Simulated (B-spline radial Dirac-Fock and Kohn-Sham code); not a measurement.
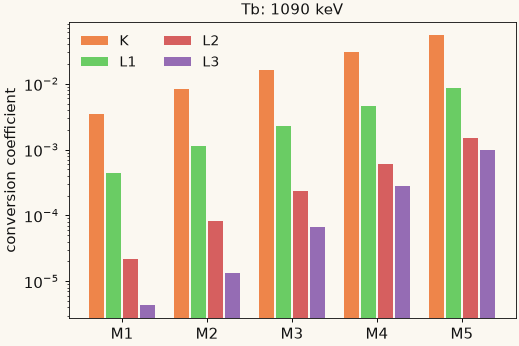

Internal conversion coefficients by shell for magnetic multipoles at a transition energy of 1090 keV (K and L shells). Species: terbium (Z = 65). Computed with a B-spline radial code: a Dirac–Hartree–Slater potential of the neutral atom, no hole, surface-current nucleus.

What are the L1 : L2 : L3 ratios for M4?

Answer. 16.1 : 2.17 : 1.

How does the sum of the shells shown change with multipole order?

Answer. From 0.00390 for M1 to 0.0654 for M5.

Which of the shells shown converts most for M4?

Answer. K, with α = 0.0300 out of 0.0354 for those shown.
